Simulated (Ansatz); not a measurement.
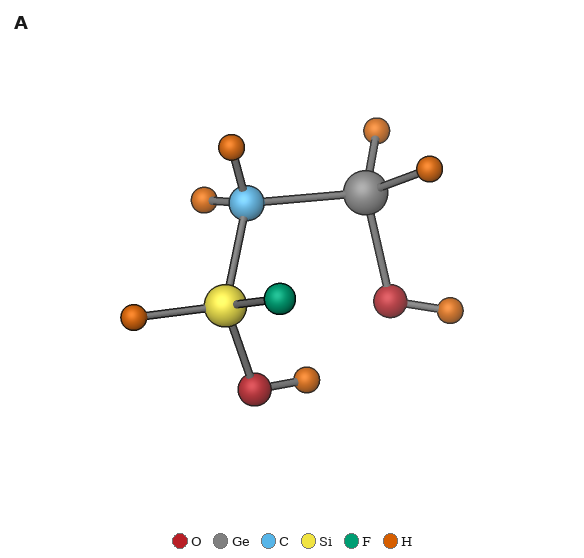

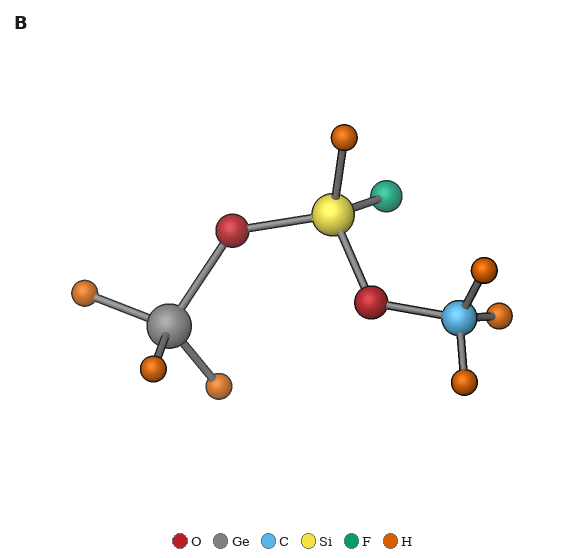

2 stationary structures of one formula. Geometries: PBE0-D4/def2-TZVP. Electronic energies: RHF-CCSD(T) (frozen core)/def2-TZVPP (Ansatz 0.2.0), without zero-point energy. No frequency run is at hand to confirm each as a minimum. Each is one conformer, not always the lowest.

**Which structure is the most stable?**

B is lowest (a minimum); A lies 13.2 kJ/mol above it. A is `[OH][GeH2][CH2][Si@@H](O)F`, B is `CO[Si@@H](F)[O][GeH3]`.

Give E(B) − E(A) in kJ/mol at these levels too: PBE0-D4/def2-TZVP; r2SCAN-D4/def2-TZVPP; PBE-D4/def2-TZVPP; PBE0-D4/def2-TZVPP; ωB97X-V/def2-TZVPP; B3LYP-D4/def2-TZVPP; RHF-MP2 (frozen core)/def2-QZVPP; B2PLYP (frozen core)/def2-TZVPP.

| level | E(B) − E(A) (kJ/mol) |
| --- | --- |
| PBE0-D4/def2-TZVP | −12.4 |
| r2SCAN-D4/def2-TZVPP | −12.7 |
| PBE-D4/def2-TZVPP | −1.1 |
| PBE0-D4/def2-TZVPP | −6.0 |
| ωB97X-V/def2-TZVPP | −18.5 |
| B3LYP-D4/def2-TZVPP | −22.0 |
| RHF-MP2 (frozen core)/def2-QZVPP | −3.6 |
| B2PLYP (frozen core)/def2-TZVPP | −21.1 |
